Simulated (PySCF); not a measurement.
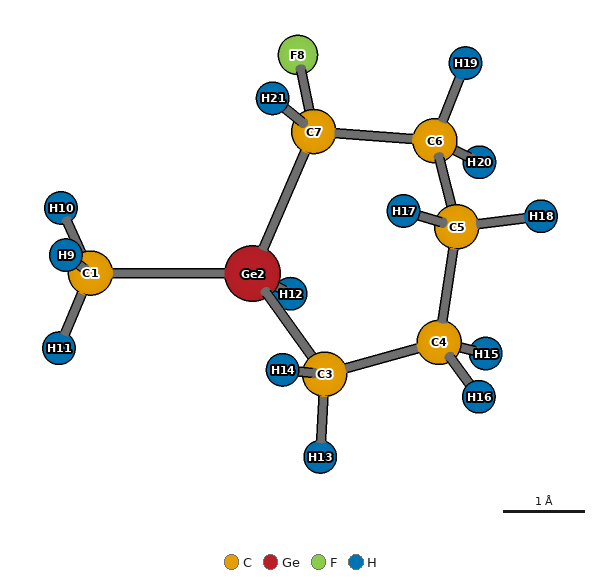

Figure 1. The starting structure (ball-and-stick view, seen at a tilt; atoms are numbered from 1 in the order of the input). Sticks mark near contacts. Bond lengths as drawn: C–C 1.48 to 1.54 Å, C–F 1.40 Å, C–Ge 1.99 to 2.00 Å, C–H 1.06 to 1.11 Å and Ge–H 1.52 Å.

# Geometry relaxation, with input and output: C₆H₁₃FGe

System: C₆H₁₃FGe.
Method: PBE0-D3(BJ)/def2-SVP geometry optimisation, gas phase (PySCF 2.14.0).

It belongs to a series of runs on one base structure; here: constitutional isomer.

## Log
```
step   0  E = -2412.17761159  max force = 0.032749
step   1  E = -2412.18437042  max force = 0.006761
step   2  E = -2412.18524010  max force = 0.003342
step   3  E = -2412.18543104  max force = 0.001863
step   4  E = -2412.18549699  max force = 0.000895
step   5  E = -2412.18554879  max force = 0.001169
step   6  E = -2412.18557540  max force = 0.001086
step   7  E = -2412.18558798  max force = 0.000465
step   8  E = -2412.18559394  max force = 0.000272
optimisation converged
```

## Trajectory as extended XYZ (Å, eV, eV/Å), 9 frames, from step=0 to step=8
```
21
Properties=species:S:1:pos:R:3:forces:R:3 step=0 energy=-65638.69614
C     2.9826   -0.3977    0.1101   -1.6840   1.4345   0.5296
Ge    1.0613   -0.2497    0.6593    0.4487  -0.0816  -0.9057
C    -0.1719   -1.5669   -0.1972    1.1662   0.6071   0.7013
C    -1.5678   -1.0957   -0.0769   -1.6794   0.4250  -0.1115
C    -1.8440    0.2749   -0.6989    0.0598   0.3803   1.1541
C    -1.2704    1.4352    0.1367    0.6087  -0.9346   0.0397
C     0.2601    1.4751    0.0600   -0.3137   0.3544   0.5256
F     0.7398    2.5162    0.8609   -0.0537  -0.1731  -0.0337
H     3.0351   -0.3170   -0.9578    0.1199  -0.0710  -1.0013
H     3.5288    0.4489    0.5370    0.1122   0.0919   0.1475
H     3.4001   -1.3070    0.4473    0.6881  -1.4055   0.4616
H     0.9512   -0.2957    2.1761   -0.0870  -0.0395   0.3783
H    -0.0774   -2.5431    0.2485    0.2853  -0.7674   0.3547
H     0.0988   -1.6617   -1.2357    0.3340  -0.0870  -0.8684
H    -1.8964   -1.0807    0.9804    0.0555   0.0556  -0.0442
H    -2.2501   -1.8101   -0.5650   -0.0266  -0.1809  -0.0401
H    -1.4104    0.3218   -1.6957    0.0311  -0.0367  -0.6072
H    -2.9277    0.4411   -0.7780   -0.0408  -0.1116  -0.1643
H    -1.6773    2.3741   -0.2117   -0.1856   0.7261  -0.2124
H    -1.5841    1.3193    1.1905    0.0496   0.0309  -0.0548
H     0.5484    1.7409   -0.9669    0.1117  -0.2168  -0.2487
21
Properties=species:S:1:pos:R:3:forces:R:3 step=1 energy=-65638.88006
C     2.7797   -0.8408   -0.3111    0.3477  -0.2274   0.0550
Ge    1.1103   -0.3320    0.5396   -0.2126  -0.0652   0.0830
C    -0.3472   -1.4739   -0.0959   -0.2183  -0.1873  -0.1616
C    -1.7444   -0.8689    0.1028    0.2930  -0.0953  -0.0171
C    -1.8731    0.5606   -0.4142    0.0119   0.0389  -0.1399
C    -1.0069    1.5963    0.3103   -0.1479   0.1468  -0.1497
C     0.4705    1.4599   -0.0053    0.1792   0.0033  -0.2141
F     1.1950    2.4748    0.6058   -0.0901  -0.0717   0.0197
H     2.7070   -0.8338   -1.4120   -0.1068  -0.0282   0.1301
H     3.5429   -0.1098   -0.0250    0.2193   0.1125   0.0085
H     3.1403   -1.8389    0.0177   -0.2250   0.2976  -0.1081
H     1.2105   -0.3701    2.0853    0.0512   0.0318  -0.0904
H    -0.2807   -2.4760    0.3635    0.0004   0.0846  -0.0257
H    -0.1517   -1.6230   -1.1768   -0.0751   0.0059   0.1015
H    -2.0061   -0.8863    1.1732   -0.0127   0.0089   0.0924
H    -2.4920   -1.5063   -0.3998   -0.0168   0.0306   0.0033
H    -1.6127    0.5740   -1.4925   -0.0967   0.0238   0.0757
H    -2.9303    0.8709   -0.3513    0.0828   0.0074  -0.0007
H    -1.3433    2.6142    0.0280    0.1169  -0.1164   0.0608
H    -1.1539    1.5113    1.3989   -0.0298   0.0159   0.0976
H     0.6242    1.5675   -1.1021   -0.0705  -0.0166   0.1798
21
Properties=species:S:1:pos:R:3:forces:R:3 step=2 energy=-65638.90372
C     2.8043   -0.8228   -0.2992    0.1718   0.1032   0.1024
Ge    1.1064   -0.3403    0.5300   -0.0841  -0.1034  -0.0580
C    -0.3587   -1.4879   -0.1105    0.0003  -0.0326  -0.0788
C    -1.7422   -0.8697    0.1060    0.0913   0.0041   0.0386
C    -1.8781    0.5610   -0.4157    0.0330   0.0039  -0.0059
C    -1.0068    1.5938    0.3029   -0.0669   0.0127  -0.0211
C     0.4691    1.4496   -0.0138    0.0483  -0.0199  -0.0157
F     1.1873    2.4589    0.6091    0.0107  -0.0091   0.0134
H     2.7210   -0.8209   -1.3959   -0.0458  -0.0224   0.0010
H     3.5781   -0.0917   -0.0157   -0.0244  -0.0258  -0.0180
H     3.1470   -1.8167    0.0284   -0.0684   0.0203  -0.0243
H     1.2085   -0.3724    2.0700    0.0096   0.0126   0.0088
H    -0.2943   -2.4867    0.3504    0.0010   0.0164   0.0088
H    -0.1811   -1.6397   -1.1909   -0.0154   0.0066   0.0149
H    -1.9876   -0.8815    1.1833   -0.0057   0.0197  -0.0036
H    -2.5044   -1.5001   -0.3830   -0.0182  -0.0016   0.0133
H    -1.6402    0.5756   -1.4962   -0.0274   0.0097   0.0042
H    -2.9303    0.8762   -0.3373   -0.0108  -0.0209   0.0135
H    -1.3277    2.6136    0.0270    0.0275  -0.0028  -0.0007
H    -1.1525    1.5097    1.3949   -0.0101   0.0148  -0.0015
H     0.6203    1.5617   -1.1047   -0.0164   0.0146   0.0086
21
Properties=species:S:1:pos:R:3:forces:R:3 step=3 energy=-65638.90892
C     2.8166   -0.8083   -0.2879    0.0321   0.0958   0.0301
Ge    1.1020   -0.3482    0.5187   -0.0090  -0.0252  -0.0294
C    -0.3599   -1.4954   -0.1274    0.0396  -0.0014  -0.0218
C    -1.7350   -0.8705    0.1107   -0.0137   0.0094   0.0142
C    -1.8833    0.5591   -0.4125    0.0231   0.0018   0.0110
C    -1.0078    1.5941    0.2958    0.0023  -0.0106   0.0197
C     0.4687    1.4437   -0.0216   -0.0229  -0.0293   0.0389
F     1.1889    2.4466    0.6089    0.0253   0.0055   0.0045
H     2.7312   -0.8080   -1.3841    0.0041  -0.0104  -0.0227
H     3.5881   -0.0778    0.0009   -0.0391  -0.0202  -0.0054
H     3.1464   -1.8039    0.0375    0.0129  -0.0580   0.0045
H     1.1988   -0.3799    2.0591   -0.0189   0.0046   0.0162
H    -0.2944   -2.4927    0.3349   -0.0008  -0.0120   0.0056
H    -0.1944   -1.6464   -1.2086   -0.0069   0.0102  -0.0105
H    -1.9638   -0.8763    1.1919    0.0072   0.0072  -0.0096
H    -2.5093   -1.4990   -0.3622   -0.0086  -0.0094   0.0182
H    -1.6661    0.5741   -1.4965    0.0003   0.0088  -0.0140
H    -2.9358    0.8684   -0.3170   -0.0152  -0.0155   0.0154
H    -1.3214    2.6153    0.0208   -0.0100   0.0156  -0.0265
H    -1.1506    1.5132    1.3887   -0.0032   0.0167  -0.0114
H     0.6194    1.5615   -1.1108    0.0014   0.0167  -0.0271
21
Properties=species:S:1:pos:R:3:forces:R:3 step=4 energy=-65638.91071
C     2.8257   -0.7989   -0.2806   -0.0460   0.0194  -0.0048
Ge    1.0988   -0.3532    0.5100    0.0382   0.0076  -0.0149
C    -0.3596   -1.4998   -0.1413    0.0310  -0.0020   0.0085
C    -1.7304   -0.8726    0.1154   -0.0338   0.0107  -0.0039
C    -1.8878    0.5568   -0.4072    0.0016  -0.0101   0.0043
C    -1.0095    1.5956    0.2909    0.0258  -0.0070   0.0276
C     0.4670    1.4403   -0.0268   -0.0325  -0.0182   0.0232
F     1.1913    2.4391    0.6065    0.0176   0.0046   0.0020
H     2.7474   -0.7975   -1.3778    0.0175   0.0028  -0.0106
H     3.5906   -0.0671    0.0174   -0.0148   0.0001   0.0061
H     3.1523   -1.7970    0.0424    0.0264  -0.0319   0.0084
H     1.1847   -0.3869    2.0519   -0.0241  -0.0002   0.0061
H    -0.2921   -2.4979    0.3192    0.0012  -0.0132  -0.0074
H    -0.2040   -1.6467   -1.2244   -0.0043   0.0125  -0.0098
H    -1.9432   -0.8757    1.1998    0.0106   0.0037  -0.0016
H    -2.5131   -1.5015   -0.3431   -0.0010  -0.0054   0.0128
H    -1.6853    0.5723   -1.4942    0.0055   0.0060  -0.0066
H    -2.9408    0.8604   -0.2978   -0.0061  -0.0060   0.0085
H    -1.3218    2.6161    0.0104   -0.0124   0.0033  -0.0267
H    -1.1498    1.5220    1.3845   -0.0024   0.0154  -0.0064
H     0.6180    1.5618   -1.1160    0.0020   0.0078  -0.0147
21
Properties=species:S:1:pos:R:3:forces:R:3 step=5 energy=-65638.91212
C     2.8342   -0.7887   -0.2724   -0.0601  -0.0524  -0.0277
Ge    1.0958   -0.3584    0.4998    0.0427   0.0250   0.0038
C    -0.3583   -1.5038   -0.1584    0.0027  -0.0044   0.0300
C    -1.7249   -0.8763    0.1226   -0.0248   0.0020  -0.0104
C    -1.8935    0.5525   -0.3986   -0.0149  -0.0163  -0.0017
C    -1.0113    1.5973    0.2856    0.0245   0.0009   0.0197
C     0.4644    1.4364   -0.0331   -0.0180  -0.0029  -0.0023
F     1.1944    2.4315    0.6008    0.0037   0.0025  -0.0004
H     2.7706   -0.7825   -1.3709    0.0169   0.0138   0.0046
H     3.5883   -0.0534    0.0408    0.0102   0.0125   0.0100
H     3.1626   -1.7884    0.0477    0.0206   0.0101   0.0071
H     1.1641   -0.3968    2.0431   -0.0178  -0.0026  -0.0021
H    -0.2868   -2.5050    0.2953    0.0026  -0.0085  -0.0196
H    -0.2154   -1.6412   -1.2444   -0.0016   0.0135  -0.0055
H    -1.9166   -0.8778    1.2108    0.0090   0.0024   0.0039
H    -2.5170   -1.5063   -0.3183    0.0035  -0.0020   0.0041
H    -1.7075    0.5682   -1.4887    0.0051   0.0029   0.0015
H    -2.9466    0.8505   -0.2728    0.0033   0.0035  -0.0006
H    -1.3245    2.6145   -0.0072   -0.0053  -0.0070  -0.0149
H    -1.1487    1.5372    1.3801   -0.0017   0.0089  -0.0010
H     0.6152    1.5601   -1.1226   -0.0008  -0.0019   0.0014
21
Properties=species:S:1:pos:R:3:forces:R:3 step=6 energy=-65638.91284
C     2.8394   -0.7827   -0.2670   -0.0325  -0.0558  -0.0200
Ge    1.0946   -0.3610    0.4938    0.0233   0.0171   0.0081
C    -0.3574   -1.5052   -0.1695   -0.0133  -0.0029   0.0283
C    -1.7221   -0.8799    0.1287   -0.0048  -0.0045  -0.0059
C    -1.8982    0.5483   -0.3912   -0.0135  -0.0107  -0.0036
C    -1.0126    1.5979    0.2823    0.0086   0.0019   0.0047
C     0.4621    1.4337   -0.0377    0.0023   0.0045  -0.0123
F     1.1956    2.4280    0.5943   -0.0060   0.0004  -0.0029
H     2.7889   -0.7708   -1.3662    0.0061   0.0130   0.0085
H     3.5856   -0.0442    0.0580    0.0141   0.0111   0.0061
H     3.1727   -1.7818    0.0517    0.0063   0.0227   0.0042
H     1.1489   -0.4041    2.0378   -0.0063  -0.0012  -0.0042
H    -0.2820   -2.5106    0.2744    0.0027  -0.0045  -0.0199
H    -0.2233   -1.6316   -1.2580    0.0007   0.0120  -0.0020
H    -1.8987   -0.8812    1.2195    0.0038   0.0030   0.0042
H    -2.5192   -1.5111   -0.3010    0.0037  -0.0007  -0.0005
H    -1.7220    0.5636   -1.4831    0.0015   0.0001   0.0036
H    -2.9507    0.8440   -0.2556    0.0054   0.0056  -0.0040
H    -1.3274    2.6115   -0.0220    0.0014  -0.0068  -0.0019
H    -1.1480    1.5499    1.3775   -0.0006   0.0017   0.0023
H     0.6120    1.5568   -1.1276   -0.0026  -0.0058   0.0070
21
Properties=species:S:1:pos:R:3:forces:R:3 step=7 energy=-65638.91319
C     2.8418   -0.7803   -0.2637    0.0008  -0.0239  -0.0034
Ge    1.0947   -0.3614    0.4920    0.0006   0.0030   0.0072
C    -0.3568   -1.5046   -0.1745   -0.0128  -0.0006   0.0156
C    -1.7209   -0.8826    0.1328    0.0065  -0.0066   0.0007
C    -1.9011    0.5451   -0.3866   -0.0043  -0.0010  -0.0034
C    -1.0135    1.5974    0.2806   -0.0044  -0.0003  -0.0047
C     0.4606    1.4322   -0.0408    0.0113   0.0056  -0.0078
F     1.1948    2.4281    0.5880   -0.0071   0.0003  -0.0042
H     2.7985   -0.7640   -1.3630   -0.0019   0.0052   0.0043
H     3.5840   -0.0396    0.0673    0.0064   0.0036   0.0002
H     3.1791   -1.7777    0.0552   -0.0029   0.0129   0.0007
H     1.1417   -0.4072    2.0360    0.0012   0.0016  -0.0022
H    -0.2781   -2.5140    0.2595    0.0016  -0.0024  -0.0130
H    -0.2268   -1.6210   -1.2647    0.0017   0.0090  -0.0008
H    -1.8902   -0.8845    1.2249   -0.0004   0.0033   0.0014
H    -2.5195   -1.5149   -0.2923    0.0014  -0.0011  -0.0006
H    -1.7293    0.5596   -1.4792   -0.0013  -0.0015   0.0016
H    -2.9531    0.8408   -0.2470    0.0024   0.0029  -0.0025
H    -1.3294    2.6085   -0.0305    0.0036  -0.0015   0.0054
H    -1.1473    1.5566    1.3762    0.0002  -0.0030   0.0019
H     0.6092    1.5529   -1.1312   -0.0026  -0.0055   0.0036
21
Properties=species:S:1:pos:R:3:forces:R:3 step=8 energy=-65638.91335
C     2.8431   -0.7794   -0.2613    0.0140   0.0045   0.0073
Ge    1.0952   -0.3605    0.4926   -0.0075  -0.0050   0.0038
C    -0.3559   -1.5032   -0.1762   -0.0051   0.0003   0.0042
C    -1.7205   -0.8844    0.1349    0.0068  -0.0047   0.0030
C    -1.9030    0.5429   -0.3845    0.0022   0.0046  -0.0031
C    -1.0144    1.5964    0.2798   -0.0072  -0.0022  -0.0064
C     0.4595    1.4316   -0.0431    0.0096   0.0042  -0.0009
F     1.1929    2.4301    0.5823   -0.0043   0.0006  -0.0042
H     2.8020   -0.7615   -1.3605   -0.0043  -0.0016  -0.0003
H     3.5841   -0.0378    0.0712   -0.0009  -0.0016  -0.0026
H     3.1819   -1.7756    0.0586   -0.0052   0.0001  -0.0013
H     1.1398   -0.4066    2.0365    0.0029   0.0032   0.0001
H    -0.2751   -2.5156    0.2502    0.0005  -0.0018  -0.0056
H    -0.2270   -1.6120   -1.2674    0.0016   0.0058  -0.0005
H    -1.8872   -0.8868    1.2274   -0.0018   0.0027  -0.0005
H    -2.5187   -1.5178   -0.2891   -0.0001  -0.0015   0.0007
H    -1.7331    0.5568   -1.4773   -0.0020  -0.0017  -0.0001
H    -2.9546    0.8389   -0.2434   -0.0002  -0.0001   0.0001
H    -1.3309    2.6065   -0.0334    0.0027   0.0023   0.0063
H    -1.1467    1.5582    1.3757    0.0000  -0.0043   0.0007
H     0.6067    1.5494   -1.1338   -0.0019  -0.0039  -0.0006
```

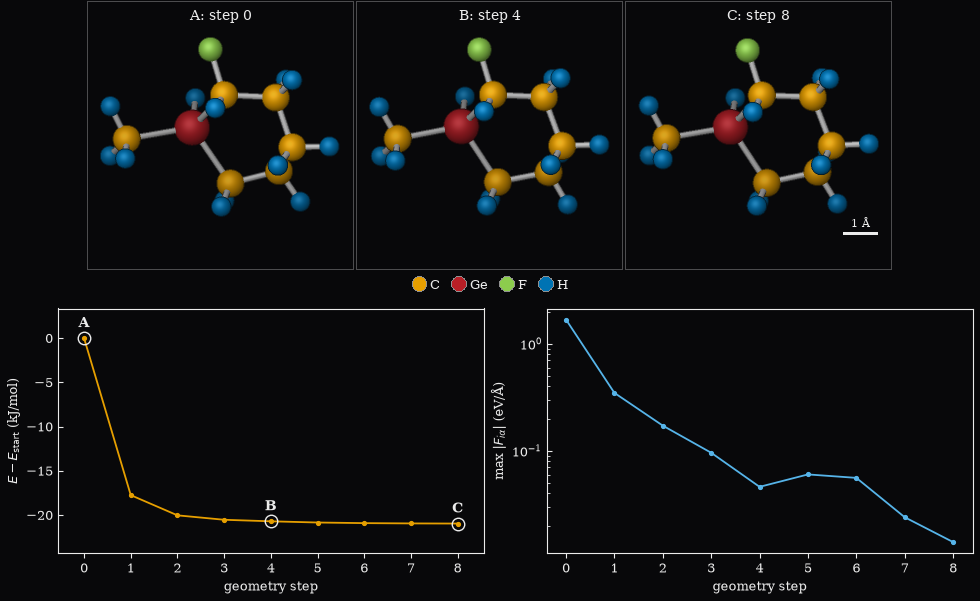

Figure 2. Frames of the relaxation (ball-and-stick view, seen at a tilt) above the curves, on which the letters mark them (steps are counted from 0).

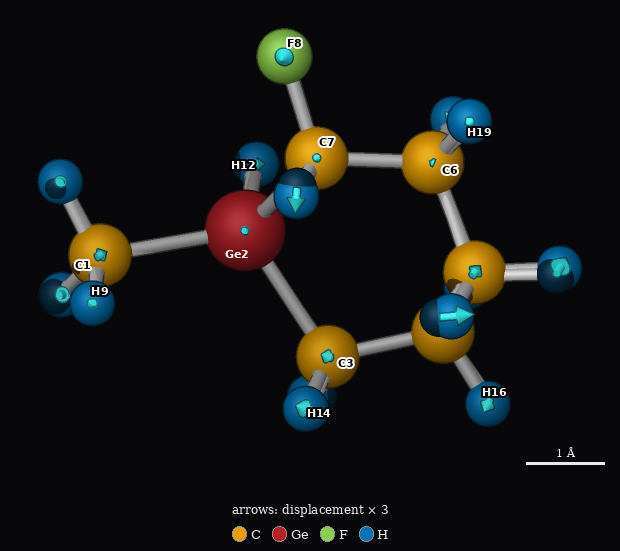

Figure 3. Start (faint) and end (solid) with the displacements as teal arrows, magnified 3 times (ball-and-stick view, seen at a tilt). The two geometries are laid on each other by the best rigid fit. The energy falls by 21.0 kJ/mol in 8 geometry steps. The largest force component goes from 1.7 to 0.014 eV/Å. H17 moves most after the best rigid fit: 0.16 Å. By element the largest moves are H 0.16 Å, F 0.11 Å, C 0.07 Å, Ge 0.03 Å. Among the contacts that change: C1–Ge2 2.004 → 1.949 Å, C3–C4 1.478 → 1.530 Å, C1–H11 1.056 → 1.100 Å, Ge2–C3 1.997 → 1.964 Å. Among the angles that change: Ge2–C7–H21 112.6° → 108.7°, H17–C5–H18 108.7° → 105.7°, H9–C1–H11 111.3° → 108.5°. (Atoms are counted from 1 in the order of the input.)

This output came from the following input.

## Input
```
{"job": {"xc": "PBE0", "basis": "def2-SVP", "d3": "d3bj", "grid": 1, "shake": 0.01, "kind": "geom"}, "charge": 0, "multiplicity": 1}
C      2.982640    -0.397730     0.110120
Ge     1.061340    -0.249650     0.659340
C     -0.171890    -1.566910    -0.197230
C     -1.567810    -1.095650    -0.076880
C     -1.843970     0.274920    -0.698870
C     -1.270370     1.435220     0.136700
C      0.260130     1.475060     0.059980
F      0.739750     2.516190     0.860900
H      3.035140    -0.316970    -0.957830
H      3.528750     0.448860     0.537040
H      3.400120    -1.307000     0.447310
H      0.951240    -0.295690     2.176130
H     -0.077400    -2.543090     0.248450
H      0.098790    -1.661690    -1.235700
H     -1.896370    -1.080690     0.980440
H     -2.250080    -1.810110    -0.565030
H     -1.410450     0.321820    -1.695730
H     -2.927730     0.441110    -0.777970
H     -1.677330     2.374140    -0.211710
H     -1.584080     1.319260     1.190450
H      0.548410     1.740860    -0.966890
```

The first line tells a small driver script what to run in PySCF; the rest is the geometry in Å.

Launch command:
```bash
OMP_NUM_THREADS=1 python <driver script> task.json out
```

## Results in brief

```json
{"quantity": "outcome", "value": "converged"}
{"quantity": "total energy", "value": "−2412.185594 hartree"}
{"quantity": "dipole moment", "value": "2.11 D"}
{"quantity": "point group", "value": "C1"}
{"quantity": "hardware", "value": "1 CPU thread, shared host"}
{"quantity": "wall time", "value": "7.6 min"}
{"quantity": "peak memory", "value": "0.91 GiB"}
```
